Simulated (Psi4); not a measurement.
**CH₃NSi: excited-state calculation**

CH₃NSi (Si(CN)H3), SMILES [H][Si]([H])([H])C#N, computed with TDA (CAM-B3LYP)/cc-pVDZ, RKS (Psi4 1.11).

The geometry comes from this level: GFN2-xTB.

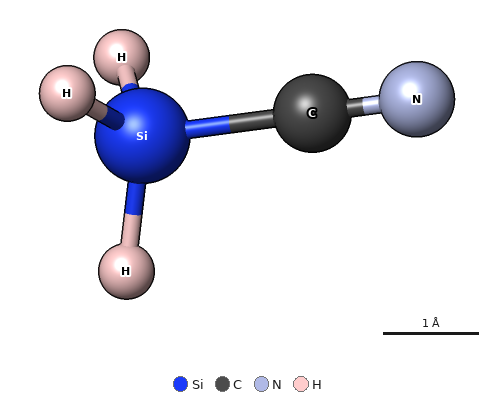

The structure as given in the input (ball-and-stick view, seen at a tilt). Bond lengths as drawn: C–N 1.15 Å, C–Si 1.87 Å and H–Si 1.46 Å.

## Input file (job.py)
```python
import psi4

psi4.set_memory(1600000000)
psi4.set_num_threads(1)
psi4.core.set_output_file('run.log', False)

mol = psi4.geometry("""
Si    -0.005910     0.005310    -0.607820
C      0.007280    -0.009780     1.257730
N      0.023780    -0.021100     2.402800
H      1.395010     0.016460    -1.024950
H     -0.715770     1.218710    -1.003950
H     -0.704390    -1.209600    -1.023800
symmetry c1
""")

options = {'basis': 'cc-pVDZ', 'puream': True, 'scf_type': 'pk', 'dft_radial_points': 99, 'dft_spherical_points': 590, 'save_jk': True}
psi4.set_options(options)

from psi4.driver.procrouting.response.scf_response import tdscf_excitations
e, wfn = psi4.energy('cam-b3lyp', return_wfn=True)
states = tdscf_excitations(wfn, states=1, tda=True)
for k, s in enumerate(states, 1):
    print(f"root {k}: {s['EXCITATION ENERGY'] * 27.211386:.4f} eV  f = {s['OSCILLATOR STRENGTH (LEN)']:.4f}  {s['SYMMETRY']}")
print(f'total energy {e:.8f} hartree = {e * 27.211386:.5f} eV')
for k, v in sorted(psi4.core.scalar_variables().items()):
    print(f'{k:45s} {v:18.10f}')
```

Machine: 1 thread of Intel Xeon @ 2.90GHz (Ice Lake), 192 GiB of memory available, shared host.

Launch command:
```bash
python job.py
```

## Log
```
=> Loading Basis Set <=

    Name: CC-PVDZ
    Role: ORBITAL
    Keyword: BASIS

         ---------------------------------------------------------
                                   SCF
                              RKS Reference
                        1 Threads,   1525 MiB Core
         ---------------------------------------------------------

  ==> Geometry <==

    Molecular point group: c1
    Full point group: C1

    Geometry (in Angstrom), charge = 0, multiplicity = 1:

       Center              X                  Y                   Z               Mass
    ------------   -----------------  -----------------  -----------------  -----------------
         SI          -0.009938923884     0.009493907961    -1.110558174051    27.976926534650
         C            0.003251076116    -0.005596092039     0.754991825949    12.000000000000
         N            0.019751076116    -0.016916092039     1.900061825949    14.003074004430
         H            1.390981076116     0.020643907961    -1.527688174051     1.007825032230
         H           -0.719798923884     1.222893907961    -1.506688174051     1.007825032230
         H           -0.708418923884    -1.205416092039    -1.526538174051     1.007825032230

  Running in c1 symmetry.

  Rotational constants: A =      2.83348  B =      0.16547  C =      0.16546 [cm^-1]
  Rotational constants: A =  84945.46205  B =   4960.80016  C =   4960.40481 [MHz]
  Nuclear repulsion =   82.887837989854177

  Charge       = 0
  Multiplicity = 1
  Electrons    = 30
  Nalpha       = 15
  Nbeta        = 15

  ==> Algorithm <==

  SCF Algorithm Type is PK.
  DIIS enabled.
  MOM disabled.
  Fractional occupation disabled.
  Guess Type is SAD.
  Energy threshold   = 1.00e-06
  Density threshold  = 1.00e-06
  Integral threshold = 1.00e-12

  ==> Primary Basis <==

  Basis Set: CC-PVDZ
    Blend: CC-PVDZ
    Number of shells: 29
    Number of basis functions: 61
    Number of Cartesian functions: 64
    Spherical Harmonics?: true
    Max angular momentum: 2

  ==> DFT Potential <==

   => LibXC <=

    Version 7.1.2

   => Composite Functional: CAM-B3LYP <=

    CAM-B3LYP Hyb-GGA Exchange-Correlation Functional

    Deriv               =              1
    GGA                 =           TRUE
    Meta                =          FALSE

    Exchange Hybrid     =           TRUE
    MP2 Hybrid          =          FALSE

   => Exchange Functionals <=

    0.3500         Becke 88 [omega = 0.3300]
    0.4600   Short-range recipe for B88 functional - erf [omega = 0.3300]

   => Exact (HF) Exchange <=

    0.4600            HF,LR [omega = 0.3300]
    0.1900               HF

   => Correlation Functionals <=

    0.1900   Vosko, Wilk & Nusair (VWN5)
    0.8100   Lee, Yang & Parr

   => LibXC Density Thresholds  <==

    XC_HYB_GGA_XC_CAM_B3LYP:  1.00E-14

   => Molecular Quadrature <=

    Radial Scheme          =       TREUTLER
    Pruning Scheme         =           NONE
    Nuclear Scheme         =       TREUTLER

    Blocking Scheme        =         OCTREE
    BS radius alpha        =              1
    Pruning alpha          =              1
    Radial Points          =             99
    Spherical Points       =            590
    Total Points           =         334154
    Total Blocks           =           2492
    Max Points             =            256
    Max Functions          =             61
    Weights Tolerance      =       1.00E-15

  ==> Integral Setup <==

  Using in-core PK algorithm.
   Calculation information:
      Number of atoms:                   6
      Number of AO shells:              29
      Number of primitives:            109
      Number of atomic orbitals:        64
      Number of basis functions:        61

      Integral cutoff                 1.00e-12
      Number of threads:                 1

  Performing in-core PK
  Using 5366658 doubles for integral storage.
  We computed 94249 shell quartets total.
  Whereas there are 94830 unique shell quartets.

  Computing range-separated integrals for PK
  We computed 94249 wK shell quartets total.
  Whereas there are 94830 wK unique shell quartets.

  ==> DiskJK: Disk-Based J/K Matrices <==

    J tasked:                  Yes
    K tasked:                  Yes
    wK tasked:                 Yes
    Omega:               3.300E-01
    Memory [MiB]:              612
    Schwarz Cutoff:          1E-12

  Cached 100.0% of DFT collocation blocks in 0.519 [GiB].

  Minimum eigenvalue in the overlap matrix is 6.6047331041E-03.
  Reciprocal condition number of the overlap matrix is 1.6348731594E-03.
    Using symmetric orthogonalization.

  ==> Pre-Iterations <==

  SCF Guess: Superposition of Atomic Densities via on-the-fly atomic UHF (no occupation information).

   -------------------------
    Irrep   Nso     Nmo
   -------------------------
     A         61      61
   -------------------------
    Total      61      61
   -------------------------

  ==> Iterations <==

                        Total Energy        Delta E     RMS |[F,P]|

   @RKS iter SAD:  -383.28837733502218   -3.83288e+02   0.00000e+00
   @RKS iter   1:  -383.99854817649810   -7.10171e-01   6.65403e-03 DIIS/ADIIS
   @RKS iter   2:  -383.95896560320949    3.95826e-02   8.62228e-03 DIIS/ADIIS
   @RKS iter   3:  -384.08060513520826   -1.21640e-01   1.83466e-03 DIIS/ADIIS
   @RKS iter   4:  -384.08672910922263   -6.12397e-03   2.75890e-04 DIIS/ADIIS
   @RKS iter   5:  -384.08687639062953   -1.47281e-04   5.41066e-05 DIIS
   @RKS iter   6:  -384.08688489442534   -8.50380e-06   9.19578e-06 DIIS
   @RKS iter   7:  -384.08688514646724   -2.52042e-07   7.92352e-07 DIIS
  Energy and wave function converged.

  ==> Post-Iterations <==

   Electrons on quadrature grid:
      Ntotal   =   29.9999998822 ; deviation = -1.178e-07

    Orbital Energies [Eh]
    ---------------------

    Doubly Occupied:

       1A    -66.255217     2A    -14.412760     3A    -10.284223
       4A     -5.405002     5A     -3.765092     6A     -3.762733
       7A     -3.762728     8A     -0.992037     9A     -0.693099
      10A     -0.525878    11A     -0.462191    12A     -0.462117
      13A     -0.428522    14A     -0.405612    15A     -0.405579

    Virtual:

      16A      0.039398    17A      0.039466    18A      0.055344
      19A      0.119072    20A      0.140187    21A      0.140269
      22A      0.227948    23A      0.287960    24A      0.287982
      25A      0.374542    26A      0.437377    27A      0.437459
      28A      0.471663    29A      0.471821    30A      0.501393
      31A      0.571792    32A      0.623568    33A      0.623657
      34A      0.722465    35A      0.792266    36A      0.896155
      37A      0.896421    38A      0.915886    39A      0.916761
      40A      0.974497    41A      1.186651    42A      1.191838
      43A      1.192128    44A      1.265977    45A      1.313916
      46A      1.314018    47A      1.482174    48A      1.572055
      49A      1.572439    50A      1.640832    51A      1.741814
      52A      1.742568    53A      1.900642    54A      1.957028
      55A      1.957076    56A      2.066040    57A      2.066739
      58A      2.529164    59A      2.529468    60A      2.563287
      61A      2.923709

    Final Occupation by Irrep:
              A
    DOCC [    15 ]
    NA   [    15 ]
    NB   [    15 ]

  @RKS Final Energy:  -384.08688514646724

   => Energetics <=

    Nuclear Repulsion Energy =             82.8878379898541766
    One-Electron Energy =                -692.2862708208322147
    Two-Electron Energy =                 250.9049511783822481
    DFT Exchange-Correlation Energy =     -25.5934034938715058
    Empirical Dispersion Energy =           0.0000000000000000
    VV10 Nonlocal Energy =                  0.0000000000000000
    Total Energy =                       -384.0868851464672389

Computation Completed

Properties will be evaluated at   0.000000,   0.000000,   0.000000 [a0]

Properties computed using the SCF density matrix

 Multipole Moments:

 ------------------------------------------------------------------------------------
     Multipole            Electronic (a.u.)      Nuclear  (a.u.)        Total (a.u.)
 ------------------------------------------------------------------------------------

 L = 1.  Multiply by 2.5417464519 to convert [e a0] to [Debye]
 Dipole X            :          0.0209766           -0.0351824           -0.0142058
 Dipole Y            :         -0.0237884            0.0359941            0.0122056
 Dipole Z            :          2.9254100           -4.3054485           -1.3800385
 Magnitude           :                                                    1.3801655

 ------------------------------------------------------------------------------------

	total time  =         10 seconds =       0.17 minutes

******************************************************************************************
**********                               WARNING                                **********
**********       The names of excited state variables changed between 1.5       **********
**********     and 1.6. For a quick solution, remove the symmetry specifier     **********
**********   from the variable name. For full details, see 'Notes on Psivars'   **********
**********                        in the documentation.                         **********
******************************************************************************************

         ---------------------------------------------------------
                         TDSCF excitation energies
         ---------------------------------------------------------

  ==> Options <==

     Residual threshold  : 1.0000e-04
     Initial guess       : denominators
     Reference           : RHF
     Solver type         : TDA (Davidson)

  ==> Requested Excitations <==

      1 singlet states with A symmetry

  ==> Seeking the lowest 1 singlet states with A symmetry

                         Generalized Davidson Solver

  ==> Options <==

    Max number of iterations        = 60
    Eigenvector tolerance           = 1.0000e-04
    Max number of expansion vectors = 200

  => Iterations <=
                           Max[D[value]]     Max[|R|]   # vectors
  DavidsonSolver iter   1:   2.86208e-01  4.93069e-02      4
  DavidsonSolver iter   2:   1.62495e-02  1.87456e-02      5
  DavidsonSolver iter   3:   1.17916e-03  6.97871e-03      6
  DavidsonSolver iter   4:   1.27127e-04  1.35724e-03      7
  DavidsonSolver iter   5:   2.11163e-06  1.70415e-04      8
  DavidsonSolver iter   6:   6.39297e-08  4.23412e-05      9      Converged

******************************************************************************************
**********                               WARNING                                **********
**********  Length-gauge rotatory strengths are **NOT** gauge-origin invariant  **********
******************************************************************************************

                                    Excitation Energy         Total Energy        Oscillator Strength             Rotatory Strength
     #   Sym: GS->ES (Trans)        au              eV              au          au (length)    au (velocity)    au (length)    au (velocity)
    ---- -------------------- --------------- --------------- --------------- --------------- --------------- --------------- ---------------
     1        A->A (1 A)       0.26865         7.31033        -383.81824       0.0000          0.0000         -0.0000         -0.0000

Contributing excitations
Only contributions with abs(coeff) > 1.00e-01 will be printed:

Excited State    1 (1 A):   0.26865 au   169.60 nm f = 0.0000
  Sums of squares: Xssq =  1.000000e+00
     11a  ->  16a     0.148939 ( 2.218%)
     12a  ->  17a     0.147809 ( 2.185%)
     14a  ->  16a    -0.170761 ( 2.916%)
     14a  ->  17a     0.628970 (39.560%)
     14a  ->  20a    -0.158285 ( 2.505%)
     14a  ->  21a    -0.121384 ( 1.473%)
     15a  ->  16a    -0.633943 (40.188%)
     15a  ->  17a    -0.169737 ( 2.881%)
     15a  ->  20a     0.121722 ( 1.482%)
     15a  ->  21a    -0.159662 ( 2.549%)

******************************************************************************************
**********                               WARNING                                **********
**********       The names of excited state variables changed between 1.5       **********
**********     and 1.6. For a quick solution, remove the symmetry specifier     **********
**********   from the variable name. For full details, see 'Notes on Psivars'   **********
**********                        in the documentation.                         **********
******************************************************************************************
```

## Standard output
```
root 1: 7.3103 eV  f = 0.0000  A
total energy -384.08688515 hartree = -10451.53649 eV
CURRENT ENERGY                                   -384.0868851465
CURRENT REFERENCE ENERGY                         -384.0868851465
DD SOLVATION ENERGY                                 0.0000000000
DFT FUNCTIONAL TOTAL ENERGY                      -384.0868851465
DFT TOTAL ENERGY                                 -384.0868851465
DFT VV10 ENERGY                                     0.0000000000
DFT XC ENERGY                                     -25.5934034939
GRID ELECTRONS ALPHA                               14.9999999411
GRID ELECTRONS BETA                                14.9999999411
GRID ELECTRONS TOTAL                               29.9999998822
NUCLEAR REPULSION ENERGY                           82.8878379899
ONE-ELECTRON ENERGY                              -692.2862708208
PCM POLARIZATION ENERGY                             0.0000000000
PE ENERGY                                           0.0000000000
SCF ITERATION ENERGY                             -384.0868851465
SCF ITERATIONS                                      7.0000000000
SCF TOTAL ENERGY                                 -384.0868851465
TWO-ELECTRON ENERGY                               250.9049511784
XC GRID RADIAL POINTS                              99.0000000000
XC GRID SPHERICAL POINTS                          590.0000000000
XC GRID TOTAL POINTS                           334154.0000000000
```

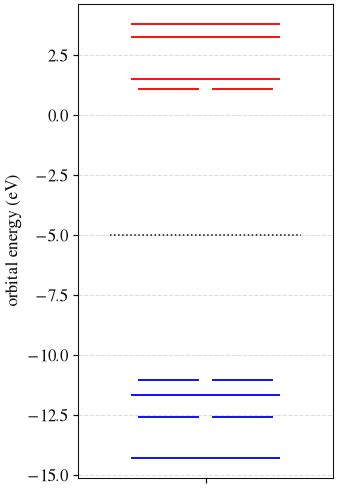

Orbital energies near the frontier; the dotted line parts filled from empty levels, and levels within 0.02 eV of each other stand side by side. Highest filled −11.04 eV, lowest empty 1.07 eV, 12.11 eV apart.

## Results in brief

```tsv
quantity	value
outcome	converged
total energy	−384.086885 hartree
basis functions	61
HOMO	−11.04 eV
LUMO	1.07 eV
dipole moment	3.51 D
lowest excitation	7.31 eV
wall time	21 s
peak memory	0.88 GiB
```
